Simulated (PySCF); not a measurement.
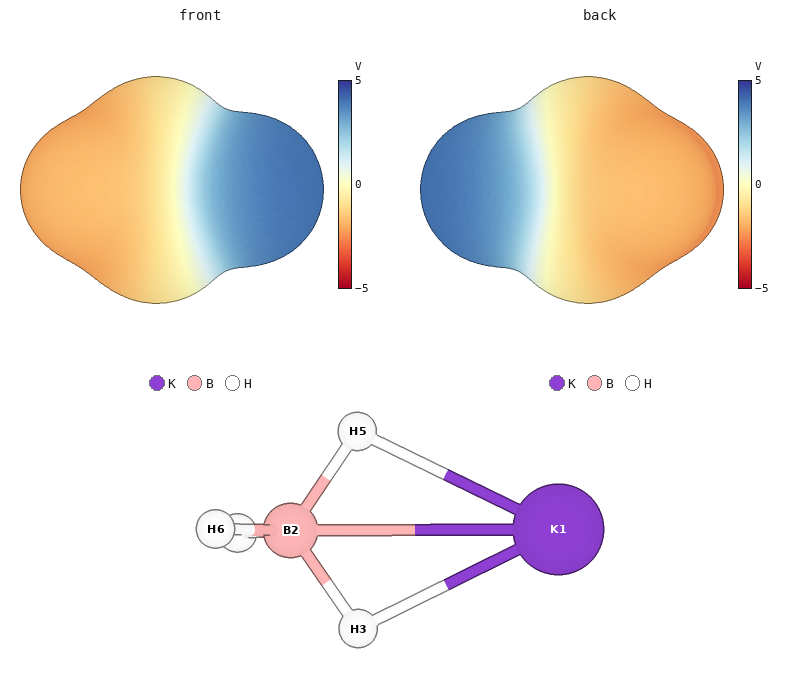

Figure 1: BH4K. The molecular electrostatic potential painted on the density surface at 0.001 e/bohr³, seen from the front and from behind; the colour scale runs from red (negative) to blue (positive). The bare structure is drawn below in the same view.

Geometry: PBE0-D3(BJ)/def2-SVPD.

Computed with wB97M-D3(BJ)/def2-TZVPD, SCF density, gas phase in PySCF.

```xyz
6

K     0.2590    0.3945    0.4064
B    -0.4308   -1.2454    2.6141
H     0.7028   -1.2204    2.0695
H    -0.8897   -2.3770    2.4939
H    -1.2196   -0.4397    2.0558
H    -0.3010   -0.9072    3.7861
```

Which sites attract a positive test charge, and which a negative one?

Answer. A positive charge is drawn to the negative regions and a negative charge to the positive ones. The most negative region (about −2.4 V, or −55 kcal/mol for a unit charge) lies over H6, the most positive (about +4.0 V, or +92 kcal/mol for a unit charge) over K1.

How polar is the molecule by this calculation?

Answer. Its dipole moment is 10.89 D.
